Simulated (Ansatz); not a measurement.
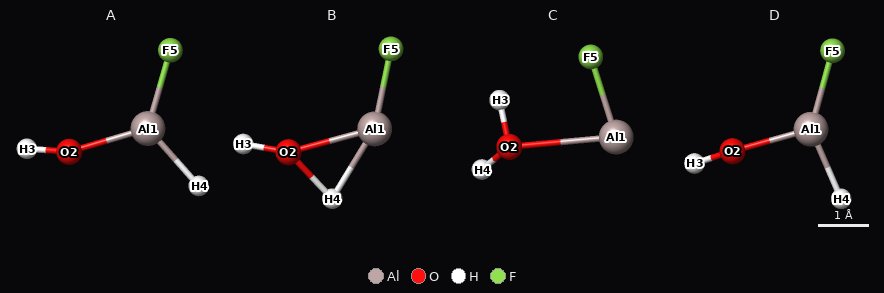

4 geometries from a converged minimum-energy path of AlH$_{2}$OF, shuffled. A ball-and-stick model, seen face on.

Level of theory: RKS PBE0/def2-SVP in Ansatz. Settings: 7 movable images; climbing image; force threshold 0.05 eV/Å; iteration limit 60; starting path through a guess of the saddle point.

Q: Which frame is the transition state?

A: B. In order along the path, whose images run from 0 to 8: A (image 1, +11.0 kJ/mol), D (image 2, +53.5 kJ/mol), B (image 4, +281.5 kJ/mol), C (image 8, +135.4 kJ/mol). A hydrogen atom shifts from one atom to another. Breaking: Al1–H4 (1.57 → 1.71 at the top → 2.88 Å). Forming: O2–H4 (2.82 → 1.35 at the top → 0.97 Å).

The run took 2.5 min on 1 thread of Intel(R) Xeon(R) Platinum 8259CL CPU @ 2.50GHz (Skylake/Cascade Lake) (shared host), peak memory 0.13 GiB.
